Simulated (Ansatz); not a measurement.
**GeH3 (SMILES [GeH3]): U-r2SCAN0/def2-TZVPP**

Aim: the energy change on altering one bond length of GeH3 at U-r2SCAN0/def2-TZVPP, from 2 runs. 

Program for the calculation: Ansatz 0.2.0.

41 further runs of the same task are left out: 41 set aside as unsound or not needed.

## (1) The system as given

The species is GeH3 (4 atoms), meant as a doublet with charge 0. As SMILES, `[GeH3]`. Geometry: relaxed at PBE0-D4/def2-TZVP.

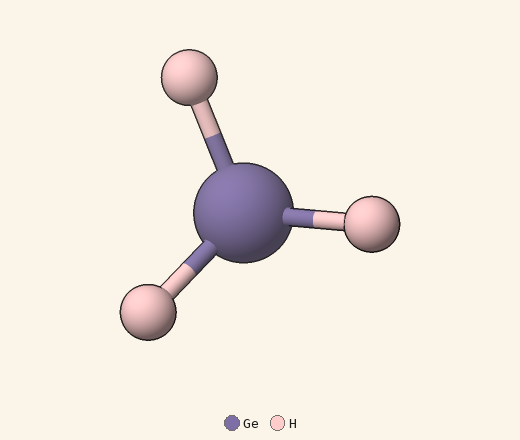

Viewed from a chosen angle; germanium purple, hydrogen pink.

## (2) The energy at U-r2SCAN0/def2-TZVPP

run.yaml reads:

```yaml
crystal:
  periodic: [false, false, false]
  atoms:
    - {symbol: Ge, position_ang: [0.214600, -0.125900, -0.249400]}
    - {symbol: H, position_ang: [1.055000, 0.109600, 1.018300]}
    - {symbol: H, position_ang: [-0.882800, -1.175900, -0.000100]}
    - {symbol: H, position_ang: [-0.386800, 1.192200, -0.768800]}
basis:
  gaussian:
    orbitals: def2-TZVPP
magnetization:
  spin_polarized: true
  initial_magnetization: 1
hamiltonian:
  xc: {name: r2SCAN0}
accuracy: high
output: {orbitals: {seedname: orbitals}}
```

On the command line:

```console
ansatz run run.yaml --threads 1 --pin off --max-ram 3480MiB --events-out events.jsonl --progress --plain --runs-dir runs
```

What it wrote:

```text
Warning: RAYON_NUM_THREADS=1 ignored (pool sized by the plan → 1); use --threads N
Functional definition: r2SCAN0
  name "r2SCAN0"
  parameter a = 0.25
  parameter k0 = 0.174
  parameter k1 = 0.065
  parameter a1 = 4.9479
  exchange = (1 - a)*r2scan_x(k0 = k0, k1 = k1, a1 = a1) + a*exact_x
  correlation = r2scan_c
1427 factors; integrals over basis functions are off by at most 4.4e-9 eV
mean field evaluation 1: about -56564.5384 eV, gradient 8.7e0 eV
mean field evaluation 2: about -56564.7229 eV, gradient 7.0e0 eV
mean field evaluation 4: about -56564.7936 eV, gradient 2.5e-1 eV
mean field evaluation 8: about -56564.8026 eV, gradient 1.0e-2 eV
mean field evaluation 16: about -56564.8026 eV, gradient 3.9e-6 eV
mean field -56564.80264093 eV, -2078.7181560538 hartree, gradient 1.8e-8 eV, S^2 0.753577; 0 other end points of the search recorded, 0 dependent functions left out
reference -56564.80264260 eV, -2078.7181561151 hartree; 18, 17 occupied and 72, 73 virtual orbitals, 1427 factors
Total energy: -56564.80264260 eV, -2078.7181561151 hartree
```

It took 12 s on 1 thread of Arm Neoverse V1, shared host; peak memory 0.35 GiB.

## (3) The distorted shape

molecule.yaml reads:

```yaml
crystal:
  periodic: [false, false, false]
  atoms:
    - {symbol: Ge, position_ang: [0.304821, -0.323639, -0.171480]}
    - {symbol: H, position_ang: [1.145221, -0.088139, 1.096220]}
    - {symbol: H, position_ang: [-0.792579, -1.373639, 0.077820]}
    - {symbol: H, position_ang: [-0.386800, 1.192200, -0.768800]}
basis:
  gaussian: {orbitals: def2-TZVPP}
magnetization: {spin_polarized: true, initial_magnetization: 1}
hamiltonian: {xc: {name: r2SCAN0}}
accuracy: high
output: {orbitals: {seedname: orbitals}}
```

On the command line:

```console
ansatz run molecule.yaml --threads 1 --pin off --max-ram 3480MiB --events-out events.jsonl --progress --plain --runs-dir runs
```

What it wrote, shortened:

```text
Warning: RAYON_NUM_THREADS=1 ignored (pool sized by the plan → 1); use --threads N
[... 8 set-up lines as earlier in the session ...]
1415 factors; integrals over basis functions are off by at most 4.4e-9 eV
mean field evaluation 1: about -56564.1931 eV, gradient 8.5e0 eV
mean field evaluation 2: about -56564.3579 eV, gradient 7.3e0 eV
mean field evaluation 4: about -56564.4357 eV, gradient 2.3e-1 eV
mean field evaluation 8: about -56564.4454 eV, gradient 1.2e-2 eV
mean field evaluation 16: about -56564.4454 eV, gradient 2.8e-5 eV
mean field -56564.44540861 eV, -2078.7050280083 hartree, gradient 3.0e-8 eV, S^2 0.753325; 0 other end points of the search recorded, 0 dependent functions left out
reference -56564.44541030 eV, -2078.7050280705 hartree; 18, 17 occupied and 72, 73 virtual orbitals, 1415 factors
Total energy: -56564.44541030 eV, -2078.7050280705 hartree
```

It took 14 s on 1 thread of Arm Neoverse V1, shared host; peak memory 0.34 GiB.

## (4) Summary of results

Level: U-r2SCAN0/def2-TZVPP.

| quantity | value |
| --- | --- |
| first shape: total energy | -2078.71816 Eh |
| first shape: HOMO energy (highest over α and β) | -6.58 eV |
| first shape: LUMO energy (lowest over α and β) | -2.45 eV |
| first shape: ⟨S²⟩ | 0.754 |
| distorted shape: total energy | -2078.70503 Eh |
| distorted shape: HOMO energy (highest over α and β) | -6.66 eV |
| distorted shape: LUMO energy (lowest over α and β) | -2.59 eV |
| distorted shape: ⟨S²⟩ | 0.753 |
| energy change with the Ge1–H4 bond stretched from 1.539 to 1.770 Å | 0.357 eV |

In words: With the Ge1–H4 bond stretched from 1.539 to 1.770 Å the energy rises by 0.36 eV (34.5 kJ/mol). The first shape isn't relaxed at this level, so the change isn't measured from a minimum.
